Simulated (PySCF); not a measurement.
## A study: C3H9Sb, SMILES `C[Sb](C)C`

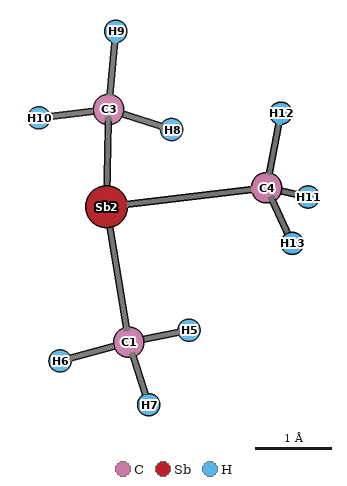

The molecule, with its atoms numbered as below. No frequency check shows the geometry to be a minimum.

Geometry (Å), atoms numbered from 1:

```
C1       0.7955   -1.6383    0.7457
Sb2     -0.0010    0.0007   -0.4315
C3       1.0244    1.5036    0.7495
C4      -1.8142    0.1310    0.7514
H5       0.6908   -1.4139    1.8017
H6       1.8435   -1.7837    0.5138
H7       0.2560   -2.5511    0.5197
H8       0.8881    1.2942    1.8050
H9       0.6242    2.4872    0.5178
H10      2.0825    1.4961    0.5178
H11     -1.5641    0.1106    1.8066
H12     -2.3368    1.0527    0.5246
H13     -2.4649   -0.7042    0.5225
```

### 1. Bonding charge

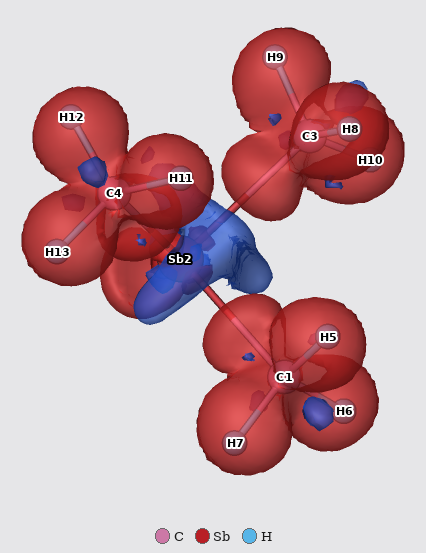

Deformation density (molecule less spherical, spin-averaged free atoms at the same positions), surfaces at ±0.07 e/Å³; red: gain, blue: loss.

Level of theory: B3LYP/def2-TZVP (PySCF), at a geometry from GFN2-xTB. Core potentials replace the inner electrons of Sb; spin–orbit coupling isn't included.

Q: Describe the bonding that the map shows.

A: C3–H10, C1–H6, C4–H13, C4–H12 and C1–H7: +0.70 e/Å³ at the bond critical point (bond length 1.08 Å, Mayer order 1.0). C3–H8, C1–H5 and C4–H11: +0.70 e/Å³ at the bond critical point (bond length 1.08 Å, Mayer order 1.0). C3–H9: +0.69 e/Å³ at the bond critical point (bond length 1.09 Å, Mayer order 1.0). Sb2–C4, Sb2–C3 and C1–Sb2: +0.15 e/Å³ at the bond critical point (bond length 2.17 Å, Mayer order 0.9). In all, 2.8 electrons gather in the regions of gain relative to the promolecule. A small or negative value marks a very polar bond, one between electron-rich atoms, whose free-atom densities already overlap strongly, a long bond to a heavier atom, or a closed-shell contact such as a hydrogen bond.

Q: Where do the Hirshfeld charges lie?

A: The highest Hirshfeld charge is on Sb2 (+0.32 e), the lowest on C1, C3 and C4 (−0.20 e).

### 2. Bond critical points

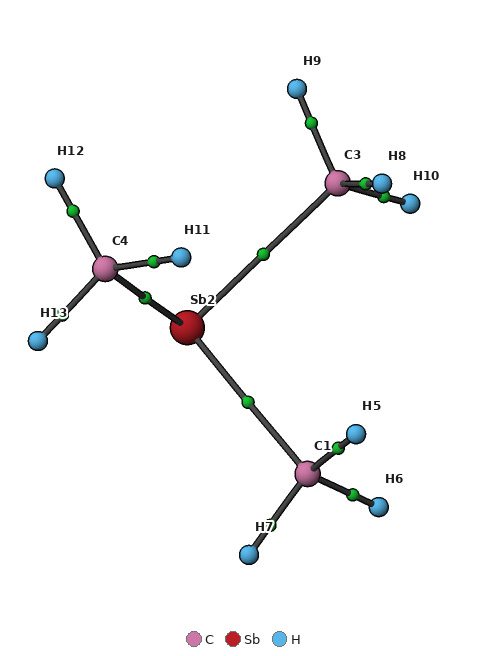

Molecular graph of the electron density (QTAIM): bond paths, bond critical points (green), ring points (magenta, if any); weak paths are dashed.

Q: How many critical points of each kind are there, and does the count close?

A: 13 nuclei, 12 bond, 0 ring and 0 cage critical points: 13 − 12 + 0 − 0 = 1, as the Poincaré–Hopf relation requires.

Q: Tabulate density, Laplacian, ellipticity and energy density at the bond critical points (atomic units).

A:
```csv
bond,length (Å),ρ (a.u.),∇²ρ (a.u.),ε,H (a.u.)
C3–H10 (5 alike),1.083,0.280,−0.95,0.02,−0.284
C3–H8 (3 alike),1.085,0.279,−0.95,0.02,−0.282
C3–H9,1.087,0.278,−0.94,0.02,−0.280
Sb2–C4 (3 alike),2.169,0.107,+0.06,0.02,−0.046
```

Q: What kind of interaction is C3–H9?

A: Shared-shell (covalent): ρ = 0.278, ∇²ρ = −0.94, H = −0.280 a.u.

### 3. Local ionisation energy

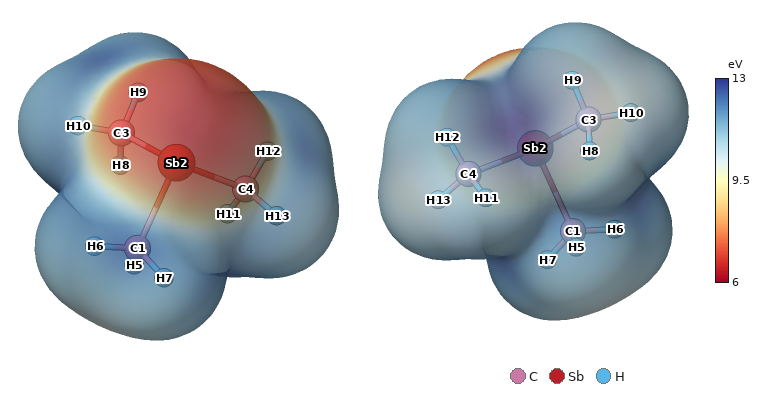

Average local ionisation energy on the surface of electron density 0.001 a.u. (back view left, front view right).

Q: Where are the most loosely bound electrons on this surface?

A: The lowest value is 6.7 eV, 2.6 Å from Sb2. Further minima include 10.0 eV, near H8 (1.84 Å), H10 (1.96 Å), H9 (1.98 Å) and C3 (2.00 Å), and at like points elsewhere. For comparison, the highest occupied orbital lies at −6.3 eV.

Q: What volume does the surface enclose, and what is the dipole moment?

A: About 141 Å³; the dipole moment is 0.4 D.

### 4. Excited states

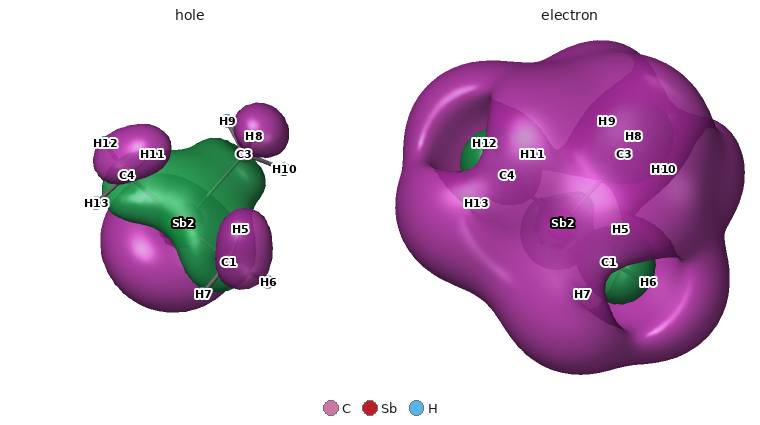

Leading natural transition orbital pair of S₃ (full linear response singlet states); the surfaces enclose about 85 % of each orbital's density.

Method: PBE0/def2-SVP; geometry: GFN2-xTB; program: PySCF. Core potentials replace the inner electrons of Sb; spin–orbit coupling isn't included. Without diffuse functions Rydberg states are missing, so the states' numbers hold for this basis only.

Q: Where does the state lie, and where do hole and electron sit?

A: 7.13 eV (174 nm), f = 0.005, partly diffuse acceptor orbital, which a basis without diffuse functions describes poorly; the leading pair carries 100 %; hole on Sb2 (65 %) and C1, C3 and C4 (8 % each), electron on H5, H8 and H11 (10 % each), C1, C3 and C4 (8 % each) and Sb2 (8 %) (atom shares of so diffuse an orbital are rough); their centroids lie 1.6 Å apart. In canonical orbitals it is mainly HOMO → LUMO+2 (99 %). The HOMO–LUMO gap is 7.02 eV.

### 5. In an electric field

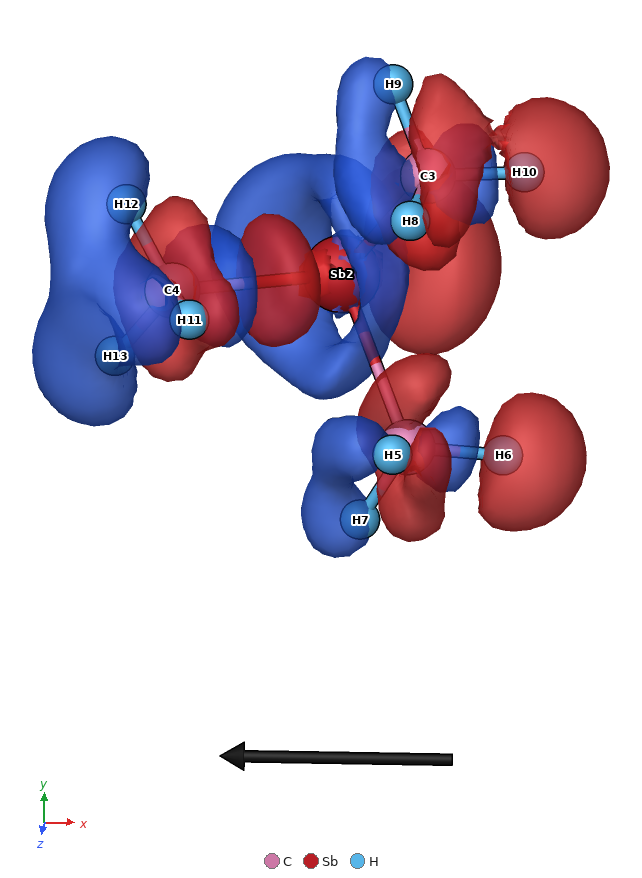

Change of the electron density in a uniform field of 0.10 V/Å along −x (arrow), surfaces at ±0.0008 e/Å³ (red: gain, blue: loss).

Computed with PySCF, ωB97X/def2-SVP, geometry: GFN2-xTB. Core potentials replace the inner electrons of Sb; spin–orbit coupling isn't included. A basis without diffuse functions makes polarisabilities too small.

The field was applied in both directions; the picture shows the one opposite to the script's first.

Q: How large is the response?

A: The induced dipole is 0.38 D (along the field); α along this axis, from the fields in both directions, is 74 bohr³ (11.0 Å³).

### 6. Removing or adding an electron

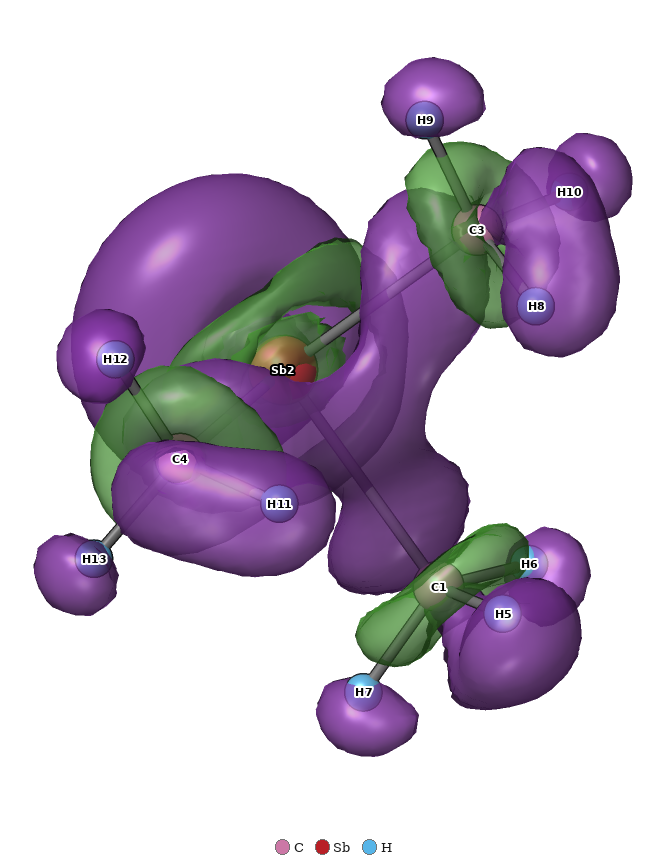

Fukui function f⁻ = ρ(N) − ρ(N−1) at fixed geometry, surfaces at ±0.02 e/Å³ (purple positive, green negative).

Level of theory: B3LYP/def2-SVPD (PySCF), at a geometry from GFN2-xTB. Core potentials replace the inner electrons of Sb; spin–orbit coupling isn't included.

Q: Which atoms respond most to the removal of an electron?

A: f⁻ (Hirshfeld-condensed) is largest on Sb2 (0.42); the vertical ionisation energy is 8.51 eV (the stability of the cation's solution wasn't checked). Condensed values hint at sites of electrophilic attack but needn't mark the atom that reacts. Orbital relaxation makes it negative in places (0.19 e in all).

```csv
atom,f⁻,charge
C1,+0.07,−0.19
Sb2,+0.42,+0.31
C3,+0.07,−0.19
C4,+0.07,−0.19
H5,+0.05,+0.03
H6,+0.04,+0.03
H7,+0.04,+0.03
H8,+0.05,+0.03
H9,+0.04,+0.03
H10,+0.04,+0.03
H11,+0.05,+0.03
H12,+0.04,+0.03
H13,+0.04,+0.03
```
